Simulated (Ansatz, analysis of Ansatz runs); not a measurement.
# Moving an added electron between Ti sites in TiO2 (Pbcn)

Aim: the energy barrier that a trapped electron meets when it moves from one Ti atom to another one nearby in TiO2 (Pbcn). The model is a cell of 96 host atoms.

Calculated with Ansatz 0.2.0; plane-wave PAW DFT, PBEsol+U; relaxation of all atoms of a supercell at fixed charge in a uniform background; PAW set soft_1.

### Step 1. The starting structure

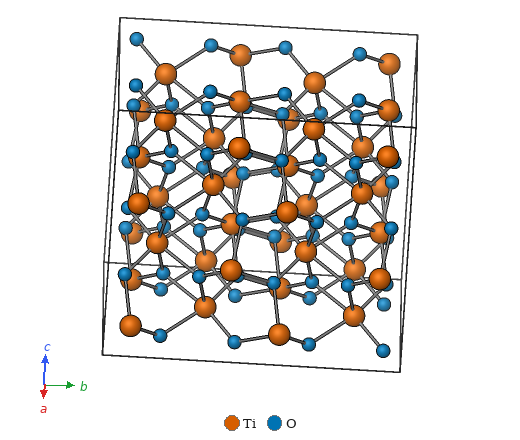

The cell as given, slightly off an axis (titanium orange, oxygen blue). Some periodic images of atoms are drawn too.

The cell holds 96 atoms: 32 Ti and 64 O. Its edges and angles: a = 9.077 Å, b = 10.990 Å, c = 9.758 Å, α = 90.0°, β = 90.0°, γ = 90.0°. It derives from TiO2 (space group Pbcn). Nearest the centre at fractional (0.500, 0.500, 0.750): O94 at 1.29 Å, O19 at 1.29 Å, Ti88 at 1.55 Å, Ti62 at 1.55 Å, O66 at 2.38 Å, O47 at 2.38 Å, O68 at 2.47 Å, O45 at 2.47 Å.

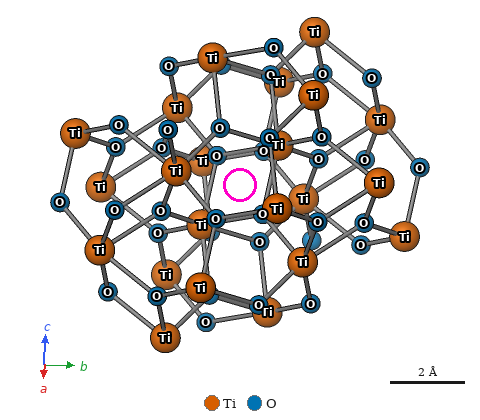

The atoms within 5 Å of the centre. A ring marks the centre wherever it is empty.

Hubbard terms: Ti d 4.5 eV. They were chosen, not fitted, to curb self-interaction in the shells named, the trial site's among them. The two sites are Ti62 and Ti88. The cell's shortest repeat is 9.1 Å.

### Step 2. The cell without the carrier

The neutral cell is relaxed first, from small random displacements, so that bond lengths and moments with the carrier can be set beside those of a relaxed cell without it.

File neutral.relax/input.yaml:

```yaml
crystal:
  lattice:
    - [9.07692266, 0.0, 0.0]
    - [0.0, 10.99029839, 0.0]
    - [0.0, 0.0, 9.75820543]
  atoms:
    - { symbol: Ti, position: [0.25, 0.337594, 0.375] }
    - { symbol: Ti, position: [0.0, 0.412406, 0.125] }
[... 2 atom lines left out ...]
    - { symbol: O, position: [0.364196, 0.309088, 0.040598] }
    - { symbol: O, position: [0.114196, 0.440912, 0.459402] }
    - { symbol: O, position: [0.385804, 0.440912, 0.290598] }
[... 5 atom lines left out ...]
    - { symbol: Ti, position: [0.25, 0.337594, 0.875] }
[... 1 atom line left out ...]
    - { symbol: Ti, position: [0.25, 0.162406, 0.625] }
[... 1 atom line left out ...]
    - { symbol: O, position: [0.364196, 0.309088, 0.540598] }
    - { symbol: O, position: [0.114196, 0.440912, 0.959402] }
    - { symbol: O, position: [0.385804, 0.440912, 0.790598] }
    - { symbol: O, position: [0.135804, 0.309088, 0.709402] }
    - { symbol: O, position: [0.364196, 0.190912, 0.790598] }
[... 7 atom lines left out ...]
    - { symbol: O, position: [0.364196, 0.809088, 0.040598] }
[... 5 atom lines left out ...]
    - { symbol: O, position: [0.385804, 0.559088, 0.040598] }
[... 1 atom line left out ...]
    - { symbol: Ti, position: [0.25, 0.837594, 0.875] }
[... 1 atom line left out ...]
    - { symbol: Ti, position: [0.25, 0.662406, 0.625] }
[... 1 atom line left out ...]
    - { symbol: O, position: [0.364196, 0.809088, 0.540598] }
[... 3 atom lines left out ...]
    - { symbol: O, position: [0.364196, 0.690912, 0.790598] }
    - { symbol: O, position: [0.114196, 0.559088, 0.709402] }
    - { symbol: O, position: [0.385804, 0.559088, 0.540598] }
    - { symbol: O, position: [0.135804, 0.690912, 0.959402] }
    - { symbol: Ti, position: [0.75, 0.337594, 0.375] }
    - { symbol: Ti, position: [0.5, 0.412406, 0.125] }
[... 3 atom lines left out ...]
    - { symbol: O, position: [0.614196, 0.440912, 0.459402] }
[... 5 atom lines left out ...]
    - { symbol: O, position: [0.635804, 0.190912, 0.459402] }
    - { symbol: Ti, position: [0.75, 0.337594, 0.875] }
    - { symbol: Ti, position: [0.5, 0.412406, 0.625] }
    - { symbol: Ti, position: [0.75, 0.162406, 0.625] }
[... 1 atom line left out ...]
    - { symbol: O, position: [0.864196, 0.309088, 0.540598] }
    - { symbol: O, position: [0.614196, 0.440912, 0.959402] }
    - { symbol: O, position: [0.885804, 0.440912, 0.790598] }
    - { symbol: O, position: [0.635804, 0.309088, 0.709402] }
[... 3 atom lines left out ...]
    - { symbol: O, position: [0.635804, 0.190912, 0.959402] }
[... 2 atom lines left out ...]
    - { symbol: Ti, position: [0.75, 0.662406, 0.125] }
    - { symbol: Ti, position: [0.5, 0.587594, 0.375] }
[... 5 atom lines left out ...]
    - { symbol: O, position: [0.614196, 0.559088, 0.209402] }
    - { symbol: O, position: [0.885804, 0.559088, 0.040598] }
    - { symbol: O, position: [0.635804, 0.690912, 0.459402] }
    - { symbol: Ti, position: [0.75, 0.837594, 0.875] }
[... 1 atom line left out ...]
    - { symbol: Ti, position: [0.75, 0.662406, 0.625] }
    - { symbol: Ti, position: [0.5, 0.587594, 0.875] }
[... 3 atom lines left out ...]
    - { symbol: O, position: [0.635804, 0.809088, 0.709402] }
    - { symbol: O, position: [0.864196, 0.690912, 0.790598] }
    - { symbol: O, position: [0.614196, 0.559088, 0.709402] }
    - { symbol: O, position: [0.885804, 0.559088, 0.540598] }
    - { symbol: O, position: [0.635804, 0.690912, 0.959402] }
basis:
  ecutwfc: 420
  xc_grid: 2
hamiltonian:
  xc: pbesol
  hubbard:
    sites: [{ species: Ti, l: d, u_eff: 4.5 }]
    projectors: ortho-atomic
  pseudopotentials: { kind: paw, azcp: { folder: soft_1 }, xc_functional: pbe }
kpoints:
  mp_grid: { grid: [1, 1, 1] }
scf:
  occupations: { method: fermi_dirac, width: 0.01 }
  max_iter: 120
  lower_state_search: "off"
output:
  forces: true
relax:
  f_tol: 0.02
  max_steps: 70
  random_displacement: { amplitude: 0.04, seed: 6347 }
checkpoint:
  write: "../neutral.relax.run"
  compress: false
  write_wavefunctions: true
  write_every: 100000
```

Launch:

```bash
> ansatz run input.yaml --threads 32 --pin off --max-ram 84787MiB --backend cuda --events-out ev --progress --plain --runs-dir out --max-vram 78GiB
```

Numbers of over 12 decimals in the logs are rounded to 6 here.

Output:

```text
[... repeated set-up lines and file paths are left out, and long positions are rounded to six places ...]
Engine: ansatz 0.2.0, aarch64-unknown-linux-gnu
Pseudopotentials: kind: paw
Pseudopotential: Ti, paw, valence charge 12, recommended cutoff 420 eV (normal), soft_1/Ti.paw.azcp
Pseudopotential: O, paw, valence charge 6, recommended cutoff 420 eV (normal), soft_1/O.paw.azcp
Functional definition: PBEsol
  exchange = pbesol_x
  correlation = pbesol_c
[...]
Crystal: 96 atoms, lattice volume = 973.460 Å³
Basis set: ecut = 420 eV, 19055 PW (Γ), exchange–correlation on 128×150×144 points (8 copies of the dense FFT grid, shifted against one another)
Bands: 480, of which v1, the nominal top of the filled ones, is band 384 counted from 1 (383 counted from 0)
Symmetry: 1 space group operations
k-points: 1
Non-local potential: Ti, projectors of the file, l = 0: 3, l = 1: 2, l = 2: 3, l = 3: 1
Non-local potential: O, projectors of the file, l = 0: 2, l = 1: 2, l = 2: 1
PAW form: soft (Blöchl's): semilocal exchange-correlation on the pseudo side does not see the compensation charge
PAW frozen core: Ti, regenerated for the run's functional, and the local potential with it (the file was generated under x = pbe(κ = 0.804, μ = 0.219515), c = pbe(β = 0.066725))
PAW frozen core: O, regenerated for the run's functional, and the local potential with it (the file was generated under x = pbe(κ = 0.804, μ = 0.219515), c = pbe(β = 0.066725))
PAW one-centre angular grid: Ti, 590 points (default); XC on 64 Gauss nodes
PAW one-centre angular grid: O, 110 points (default); XC on 64 Gauss nodes
[...]
NSCF: frozen V_eff on 1 k-points
[...]
SCF converged after 7 iterations
Free energy (F): -115074.672975 eV
Harris-Foulkes:  -115074.672975 eV  (|F-HF|=1.85e-9)
Internal energy: -115074.672975 eV  (E = F + TS)
E sigma→0 (E₀):  -115074.672975 eV
Fermi energy:    10.910689 eV
--- Per-component energies (eV) ---
  E_band       = -6029.518902
  E_kinetic    = 19684.788879
  E_local      = -49108.808828  (includes V_loc(G=0)·N_el)
  E_nonlocal   = 5191.684571
  E_hartree    = 18391.642370
  E_xc         = -8249.694323
  E_vxc        = -10494.833327  (∫ρ·V_xc dr)
  E_hubbard    = 114.788931  (on-site DFT+U / exact-exchange correction)
  E_vhub       = 80.225008  (the Hubbard potential's part of the band-sum identity)
  E_paw        = -42497.662615  (= ΣΔE_a)
  E_vpaw       = -8165.911038  (= ΣTr[D̂ρ^β])
  E_aug_tail   = 0.047596  (compensation charges beyond the density's cutoff)
  E_ewald      = -58608.178285
  E_core_change = 6.718731  (= ΣΔE_core)
  E_smearing   = -0.000000  (= −TS)
  E_closure    = 0.000000  (closes the sum)
  Σ components = -115074.672975   (vs F -115074.672975, Δ=0.00e0)
--- Forces (eV/Å), atoms counted from 1 ---
  atom   1  Ti     0.00028627    -0.00234006     0.00316725
  atom   2  Ti    -0.00078681    -0.00138089    -0.00044605
  [... 4 atoms left out ...]
  [... 90 more lines of this table ...]
  max |Σ_I F_I| component: 2.97e-5 eV/Å
--- Band table (eV) ---
  k-point 0: bands = ["-47.9629", "-47.9529", "-47.9528", "-47.9505", "-47.9505", "-47.9477", "-47.9477", "-47.9429", "-47.9428", [... rest cut ...]
Occupation matrices written to <dir>
--- Relaxed structure (4 steps of the walk, 4 accepted, 0 SCFs on fresh bases) ---
  F+E_penalty+E_count = -115074.67297480 eV   max|allowed force component| = 4.374e-3 eV/Å
  atoms:
    - { symbol: Ti, position: [0.249779, 0.335394, 0.374836] }
    - { symbol: Ti, position: [-0.000223, 0.414063, 0.124871] }
    [... 4 atoms left out ...]
  [... 90 more lines of this table ...]
```

Wall time 4.4 s (1 × NVIDIA GB200 with 32 threads of Arm Neoverse V2, shared host); peak memory 1.3 GiB; 19 s of CPU time.

The largest displacement from an ideal site is 0.022 Å.

### Step 3. The electron on the first site

The nearest neighbour or neighbours of the site start displaced and the site's starting moment is changed by the carrier's spin, since a carrier doesn't trap itself in the undistorted lattice.

File A.relax/input.yaml:

```yaml
crystal:
  lattice:
    - [9.07692266, 0.0, 0.0]
    - [0.0, 10.99029839, 0.0]
    - [0.0, 0.0, 9.75820543]
  atoms:
    - { symbol: Ti, position: [0.249779, 0.335394, 0.374836] }
    - { symbol: Ti, position: [-0.000223, 0.414063, 0.124871] }
[... 2 atom lines left out ...]
    - { symbol: O, position: [0.3638, 0.307033, 0.040434] }
    - { symbol: O, position: [0.113768, 0.442395, 0.459282] }
    - { symbol: O, position: [0.38579, 0.442404, 0.290449] }
[... 5 atom lines left out ...]
    - { symbol: Ti, position: [0.249797, 0.335374, 0.874848] }
[... 1 atom line left out ...]
    - { symbol: Ti, position: [0.249799, 0.164055, 0.624834] }
[... 1 atom line left out ...]
    - { symbol: O, position: [0.356504, 0.301487, 0.535934] }
    - { symbol: O, position: [0.113784, 0.442382, 0.959296] }
    - { symbol: O, position: [0.379968, 0.443757, 0.798971] }
    - { symbol: O, position: [0.135786, 0.307014, 0.709273] }
    - { symbol: O, position: [0.363809, 0.192398, 0.790418] }
[... 5 atom lines left out ...]
    - { symbol: Ti, position: [0.249803, 0.66403, 0.124836] }
[... 1 atom line left out ...]
    - { symbol: O, position: [0.363755, 0.807053, 0.040454] }
[... 5 atom lines left out ...]
    - { symbol: O, position: [0.385823, 0.557043, 0.040449] }
[... 1 atom line left out ...]
    - { symbol: Ti, position: [0.249768, 0.835387, 0.874867] }
[... 1 atom line left out ...]
    - { symbol: Ti, position: [0.249799, 0.664069, 0.624879] }
[... 1 atom line left out ...]
    - { symbol: O, position: [0.363765, 0.807047, 0.540457] }
[... 3 atom lines left out ...]
    - { symbol: O, position: [0.363791, 0.692408, 0.790457] }
    - { symbol: O, position: [0.113816, 0.557014, 0.709318] }
    - { symbol: O, position: [0.380284, 0.564023, 0.536368] }
    - { symbol: O, position: [0.135818, 0.692391, 0.959261] }
    - { symbol: Ti, position: [0.749814, 0.335364, 0.374891] }
    - { symbol: Ti, position: [0.499826, 0.414048, 0.124865] }
[... 3 atom lines left out ...]
    - { symbol: O, position: [0.619652, 0.443754, 0.450792] }
[... 5 atom lines left out ...]
    - { symbol: O, position: [0.635796, 0.192385, 0.459267] }
    - { symbol: Ti, position: [0.749804, 0.335356, 0.874873] }
    - { symbol: Ti, position: [0.499788, 0.414045, 0.624851], spin: 1.0 }
    - { symbol: Ti, position: [0.74979, 0.164048, 0.624854] }
[... 1 atom line left out ...]
    - { symbol: O, position: [0.863792, 0.307034, 0.54046] }
    - { symbol: O, position: [0.613795, 0.442397, 0.95928] }
    - { symbol: O, position: [0.885784, 0.442408, 0.790474] }
    - { symbol: O, position: [0.643086, 0.301489, 0.713771] }
[... 3 atom lines left out ...]
    - { symbol: O, position: [0.635785, 0.1924, 0.959281] }
[... 2 atom lines left out ...]
    - { symbol: Ti, position: [0.749774, 0.66407, 0.124874] }
    - { symbol: Ti, position: [0.499782, 0.585362, 0.374872] }
[... 5 atom lines left out ...]
    - { symbol: O, position: [0.613789, 0.557015, 0.209276] }
    - { symbol: O, position: [0.8858, 0.557024, 0.040489] }
    - { symbol: O, position: [0.635766, 0.692394, 0.459278] }
    - { symbol: Ti, position: [0.749787, 0.835377, 0.874857] }
[... 1 atom line left out ...]
    - { symbol: Ti, position: [0.74981, 0.664067, 0.624863] }
    - { symbol: Ti, position: [0.499806, 0.585373, 0.874847] }
[... 3 atom lines left out ...]
    - { symbol: O, position: [0.635792, 0.807033, 0.709285] }
    - { symbol: O, position: [0.863799, 0.692393, 0.790462] }
    - { symbol: O, position: [0.619276, 0.564055, 0.713362] }
    - { symbol: O, position: [0.885817, 0.557049, 0.540476] }
    - { symbol: O, position: [0.635814, 0.692403, 0.959252] }
total_charge: -1
basis:
  ecutwfc: 420
  xc_grid: 2
hamiltonian:
  xc: pbesol
  hubbard:
    sites: [{ species: Ti, l: d, u_eff: 4.5 }]
    projectors: ortho-atomic
  pseudopotentials: { kind: paw, azcp: { folder: soft_1 }, xc_functional: pbe }
kpoints:
  mp_grid: { grid: [1, 1, 1] }
magnetization:
  spin_polarized: true
  initial_magnetization: 1
  spin_locking: { lock_magnetization: hard }
scf:
  occupations: { method: fermi_dirac, width: 0.01 }
  max_iter: 120
  lower_state_search: "off"
output:
  forces: true
relax:
  f_tol: 0.015
  max_steps: 70
  escape_saddle: false
checkpoint:
  write: "../A.relax.run"
  compress: false
  write_wavefunctions: true
  write_every: 100000
```

Output:

```text
[...]
Crystal: 96 atoms, lattice volume = 973.460 Å³
Basis set: ecut = 420 eV, 19055 PW (Γ), exchange–correlation on 128×150×144 points (8 copies of the dense FFT grid, shifted against one another)
Bands: 481, of which v1, the nominal top of the filled ones, is band 385 counted from 1 (384 counted from 0)
Symmetry: 1 space group operations
[...]
k-points: 1
[...]
Starting moments: Σ|m| = 1 μB on 1 of 96 sites
[...]
SCF iter   1: F=—  HF=-115070.027093 eV  |Δ(HF+E_count)|=         —  Δρ=4.52e-2 (↑4.51e-2 ↓4.52e-2)  dr2=8.19e1  dr2_m=1.20e-1  M=1.000 μB ∫|m|=1.237 μB  Hψ=3035
[...]
spin=Collinear: Resta preconditioning applied to the charge; magnetization (m = ρ↑ − ρ↓) channel mixes plain (no charge-response kernel on spin).
SCF iter   2: F=—  HF=-115060.696906 eV  |Δ(HF+E_count)|=    9.33e0  Δρ=2.27e-2 (↑2.27e-2 ↓2.21e-2)  dr2=1.56e1  dr2_m=1.19e-1  M=1.000 μB ∫|m|=1.264 μB  Hψ=1635
[...]
SCF iter  33: F=-115062.662114 eV  HF=-115062.662114 eV  |Δ(HF+E_count)|=   5.52e-5  Δρ=5.05e-6 (↑5.05e-6 ↓3.56e-6)  dr2=4.63e-7  dr2_m=2.85e-8  M=1.000 μB ∫|m|=1.156 μB  Hψ=3352
SCF 1 converged in 33 iterations: F = -115062.662114 eV  dr2 = 4.63e-7
[...]
relax step   1: F+E_penalty+E_count = -115062.66211351 eV  Δ(F+E_penalty+E_count) = +0.000e0 eV  max|allowed force component| = 7.842e-1 eV/Å  Δτ_max = 0.0000 Å  (33 SCF iters, dr2 threshold 5.63e-6 eV, accepted)
[...]
relax step   2: F+E_penalty+E_count = -115062.81190845 eV  Δ(F+E_penalty+E_count) = -1.498e-1 eV  max|allowed force component| = 3.681e-1 eV/Å  Δτ_max = 0.0361 Å  (14 SCF iters, dr2 threshold 3.84e-5 eV, accepted)
relax step   3: F+E_penalty+E_count = -115062.83774531 eV  Δ(F+E_penalty+E_count) = -2.584e-2 eV  max|allowed force component| = 1.759e-1 eV/Å  Δτ_max = 0.0190 Å  (24 SCF iters, dr2 threshold 8.47e-6 eV, accepted)
relax step   4: F+E_penalty+E_count = -115062.84520336 eV  Δ(F+E_penalty+E_count) = -7.458e-3 eV  max|allowed force component| = 1.603e-1 eV/Å  Δτ_max = 0.0083 Å  (57 SCF iters, dr2 threshold 6.82e-6 eV, accepted)
relax step   5: F+E_penalty+E_count = -115062.84989039 eV  Δ(F+E_penalty+E_count) = -4.687e-3 eV  max|allowed force component| = 1.789e-1 eV/Å  Δτ_max = 0.0238 Å  (29 SCF iters, dr2 threshold 5.87e-6 eV, accepted)
relax step   6: F+E_penalty+E_count = -115062.85536296 eV  Δ(F+E_penalty+E_count) = -5.473e-3 eV  max|allowed force component| = 1.178e-1 eV/Å  Δτ_max = 0.0078 Å  (4 SCF iters, dr2 threshold 2.66e-5 eV, accepted)
relax step   7: F+E_penalty+E_count = -115062.70997066 eV  Δ(F+E_penalty+E_count) = +1.454e-1 eV  max|allowed force component| = 8.246e-1 eV/Å  Δτ_max = 0.1220 Å  (20 SCF iters, dr2 threshold 6.02e-6 eV, rejected (line search))
relax step   8: F+E_penalty+E_count = -115062.86160242 eV  Δ(F+E_penalty+E_count) = -6.239e-3 eV  max|allowed force component| = 3.801e-2 eV/Å  Δτ_max = 0.0192 Å  (30 SCF iters, accepted)
relax step   9: F+E_penalty+E_count = -115062.86199242 eV  Δ(F+E_penalty+E_count) = -3.900e-4 eV  max|allowed force component| = 1.556e-2 eV/Å  Δτ_max = 0.0055 Å  (18 SCF iters, accepted)
[...]
SCF iter   3: F=—  HF=-115062.862078 eV  |Δ(HF+E_count)|=   2.89e-6  Δρ=1.06e-5 (↑1.06e-5 ↓9.48e-6)  dr2=2.43e-6  dr2_m=6.68e-8  M=1.000 μB ∫|m|=1.171 μB  Hψ=1520
[...]
SCF iter   5: F=—  HF=-115062.862078 eV  |Δ(HF+E_count)|=   4.12e-7  Δρ=4.06e-6 (↑4.06e-6 ↓1.52e-6)  dr2=1.25e-7  dr2_m=3.28e-8  M=1.000 μB ∫|m|=1.171 μB  Hψ=2878
[...]
SCF iter  11: F=-115062.862084 eV  HF=-115062.862084 eV  |Δ(HF+E_count)|=   2.38e-8  Δρ=1.03e-6 (↑1.03e-6 ↓5.70e-7)  dr2=1.60e-8  dr2_m=1.70e-9  M=1.000 μB ∫|m|=1.171 μB  Hψ=3077
SCF 10 converged in 11 iterations: F = -115062.862084 eV  dr2 = 1.60e-8
relax step  10: F+E_penalty+E_count = -115062.86208404 eV  Δ(F+E_penalty+E_count) = -9.162e-5 eV  max|allowed force component| = 6.825e-3 eV/Å  Δτ_max = 0.0012 Å  (11 SCF iters, accepted)
[...]
NSCF: frozen V_eff on 1 k-points
[...]
SCF converged after 11 iterations
Stability checked in part: among states of this total moment the steps that led to this state did not find it unstable. No probe was made; neither looks for a lower state of another moment (fixed_total_moment; see scf.lower_state_search)
Magnetization: 1.0000 μB (385.0000 up, 384.0000 down)
Absolute magnetization: 1.1644 μB (∫|ρ↑−ρ↓|, with the PAW one-centre terms)
[...]
Per-site moments (μB) at R_I (Å): [(0.00026274, 0.782115), (0.000724302, 0.776335), (0.000119617, 0.780090), [... 6 left out ...]
Free energy (F): -115062.862084 eV
[...]
Internal energy: -115062.862084 eV  (E = F + TS)
E sigma→0 (E₀):  -115062.862084 eV
Fermi energy:    11.641594 (↑ 11.645005, ↓ 10.919651) eV
[...]
--- Forces (eV/Å), atoms counted from 1 ---
  atom   1  Ti     0.00462763    -0.00166952     0.00396284
  atom   2  Ti    -0.00375518     0.00181124    -0.00260911
  [... 4 atoms left out ...]
  [... 90 more lines of this table ...]
  max |Σ_I F_I| component: 1.09e-5 eV/Å
--- Band table (eV) ---
[...]
Occupation matrices written to <dir>
--- Relaxed structure (10 steps of the walk, 9 accepted, 0 SCFs on fresh bases) ---
  F+E_penalty+E_count = -115062.86208404 eV   max|allowed force component| = 6.825e-3 eV/Å
  atoms:
    - { symbol: Ti, position: [0.249970, 0.335150, 0.375497] }
    - { symbol: Ti, position: [-0.000668, 0.412862, 0.124571] }
    [... 4 atoms left out ...]
  [... 90 more lines of this table ...]
```

It took 23 s on 1 × NVIDIA GB200 with 32 threads; peak memory 1.6 GiB; 78 s of CPU time.

The steps of the relaxation:

| step | energy less that of the first step (eV) | largest force component (eV/Å) |
| --- | --- | --- |
| 1 | 0.0000 | 0.7842 |
| 2 | -0.1498 | 0.3681 |
| 3 | -0.1756 | 0.1759 |
| 4 | -0.1831 | 0.1603 |
| 5 | -0.1878 | 0.1789 |
| 6 | -0.1932 | 0.1178 |
| 7 | -0.0479 | 0.8246 |
| 8 | -0.1995 | 0.0380 |
| 9 | -0.1999 | 0.0156 |
| 10 | -0.2000 | 0.0068 |

Relaxation step 7 was tried and not accepted.

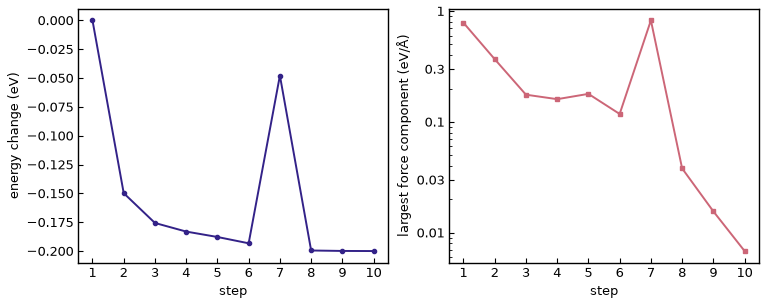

Energy and largest force along the relaxation.

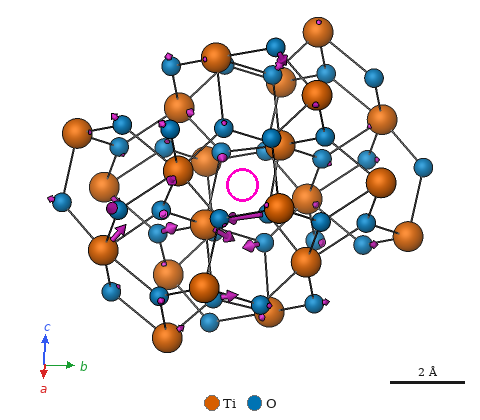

Displacements in the relaxation near the centre, exaggerated; the longest in the cell stands for 0.08 Å. A ring marks the centre wherever it is empty.

The atoms that moved most (Å):

| atom | dx | dy | dz | length |
| --- | --- | --- | --- | --- |
| O94 | -0.043 | -0.059 | -0.030 | 0.079 |
| Ti62 | -0.017 | 0.036 | -0.025 | 0.047 |
| O17 | 0.022 | 0.023 | 0.021 | 0.038 |
| Ti63 | -0.011 | 0.023 | 0.027 | 0.037 |
| O47 | 0.023 | -0.027 | 0.001 | 0.035 |
| O54 | 0.005 | 0.029 | 0.009 | 0.031 |
| O69 | 0.024 | -0.013 | 0.013 | 0.030 |
| O82 | -0.006 | 0.014 | -0.024 | 0.028 |

The moves above count from the input, in which the site's nearest neighbours were already displaced; the distances below compare with the cell without the carrier.

Distances from Ti62 without and with the electron:

| atom | without (Å) | with (Å) |
| --- | --- | --- |
| O17 | 1.89 | 1.96 |
| O68 | 1.89 | 2.02 |
| O54 | 1.94 | 2.03 |
| O19 | 1.94 | 2.04 |
| O47 | 2.05 | 2.08 |
| O94 | 2.05 | 2.07 |

The largest changes of the moments are 0.66 μB on Ti62, 0.02 μB on Ti13 and 0.01 μB on Ti61. The largest part sits on the chosen site.

(Part 1 of 2 ends here.)

[Logs are printed without paths, hosts, clocks, repeated set-up lines and the standing remarks that a program may print on its own settings, such as how far it seeks lower states.]

[Hosts, paths, dates, database ids (printed as entryN), source tags and the programs' standing remarks are cut or masked in the printed files.]
